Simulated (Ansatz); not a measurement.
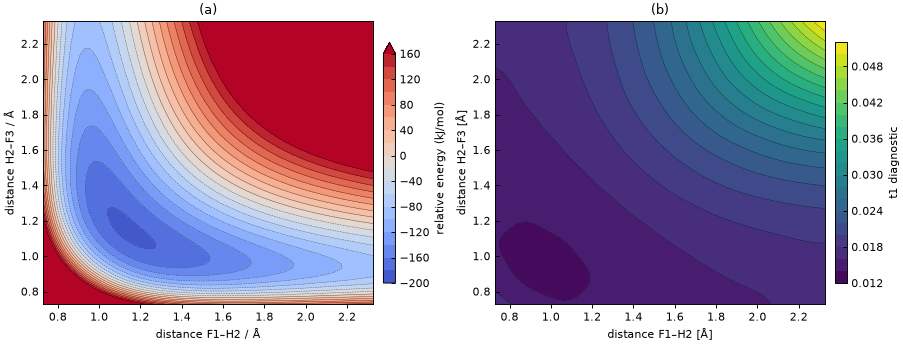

The system F⁻ + HF. First axis: distance F1–H2. Second axis: distance H2–F3. Nothing is relaxed (the angle F1–H2–F3 is fixed at 180 degrees). The scan uses a 14 × 14 grid; 105 points were computed and 91 follow by symmetry. Energies are in kJ/mol, from F with charge -1 far from the relaxed HF (each part in its own basis). The restricted reference is unstable at some or all points, so the energies there are unreliable. Method: RHF-CCSD(T), frozen core/def2-TZVPD in Ansatz.

Panel (a) is the energy and panel (b) the computed t1 diagnostic on the same grid.

In the figure: filled contours, one colour for all values above the top of the scale. Between grid points the surface is interpolated.

### How does the t1 diagnostic vary over the map, and what is it at the lowest grid point?

Leaving out the highest fifth of the energies, it runs from 0.01  at distance F1–H2 = 0.966 Å, distance H2–F3 = 0.966 Å to 0.03  at distance F1–H2 = 1.720 Å, distance H2–F3 = 1.866 Å. At the lowest grid point, distance F1–H2 = 1.074 Å, distance H2–F3 = 1.190 Å, it is 0.01 .
